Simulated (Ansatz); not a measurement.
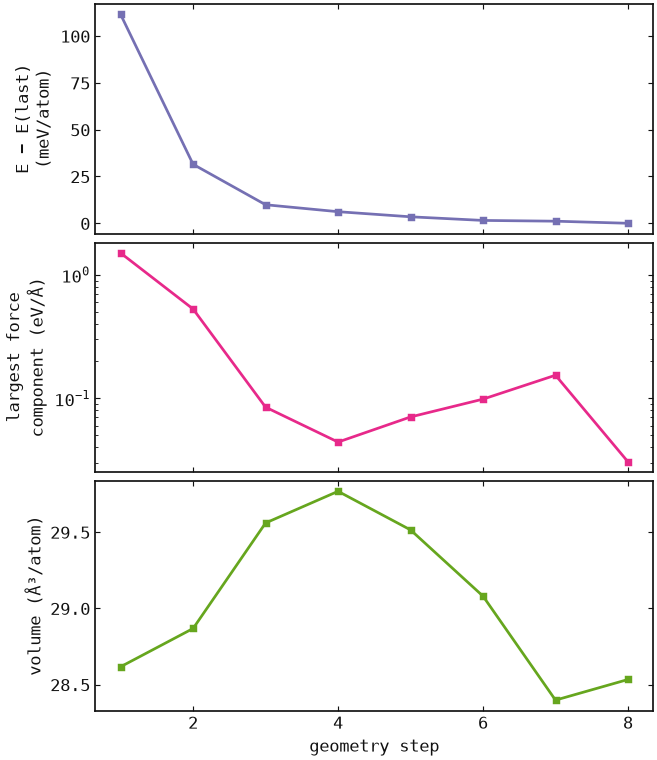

History of a geometry optimisation. Atoms and cell relax. A closing SCF on a freshly chosen basis isn't drawn.

```
crystal:
  lattice:
    - [4.71321074, 0.0, 0.0]
    - [-2.35660537, 4.08176024, 0.0]
    - [0.0, 0.0, 7.43746235]
  atoms:
    - { symbol: Ca, position: [0.0, 0.0, 0.004493] }
    - { symbol: Ca, position: [0.33333333, 0.66666667, 0.36493599] }
    - { symbol: Ca, position: [0.66666667, 0.33333333, 0.62585598] }
    - { symbol: Si, position: [0.33333333, 0.66666667, 0.77964503] }
    - { symbol: Se, position: [0.66666667, 0.33333333, 0.22507] }
basis:
  ecutwfc: 420
kpoints:
  mp_grid: { grid: [6, 6, 4] }
hamiltonian:
  xc: pbe
scf:
  occupations: { method: gaussian, width: 0.1 }
  lower_state_search: "off"
output:
  forces: true
  stress: true
  eigenvalues: true
relax:
  adjacent_minimum: "off"
  f_tol: 0.04
  max_steps: 70
  cell: { stress_tol: 0.4 }
```

Launched with:
```bash
ansatz run input.yaml --threads 1 --pin off --max-ram 2560MiB --backend cpu --events-out ev --progress --plain --runs-dir out
```

> How did the optimisation end?

The optimisation met its thresholds at geometry 8, counting the start as the first. The energy fell by about 110 meV/atom from the first step to the last. The largest force component goes from about 1.5 eV/Å at the start to 0.03 eV/Å at the end.

> What happens to the cell?

The volume shrinks from 28.6 to 28.5 Å³ per atom (−0 %).
